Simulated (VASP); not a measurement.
Band structure of Si₂Tc (space group Fm-3m). Method: PBE GGA, VASP's PBE PAW potentials (set 64) (plane waves; VASP).

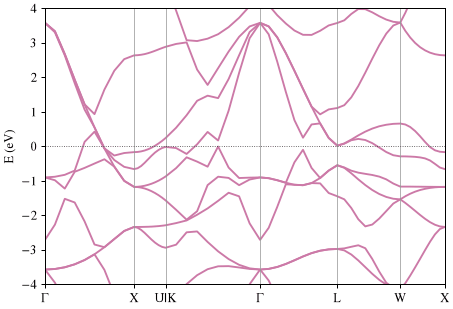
Figure. Bands along high-symmetry lines, zero at the valence-band maximum or, without a gap, the Fermi level

Task: Read the plot: is there a gap, and where are the band edges?

Result: It has no gap at this level: it comes out as a metal or semimetal.

The structure was generated: Si2Tc was put into an ordered model structure, which need not be its known phase. The cell was not relaxed at this level. The electron count is odd and the run is not spin-polarised, which forces a metal.
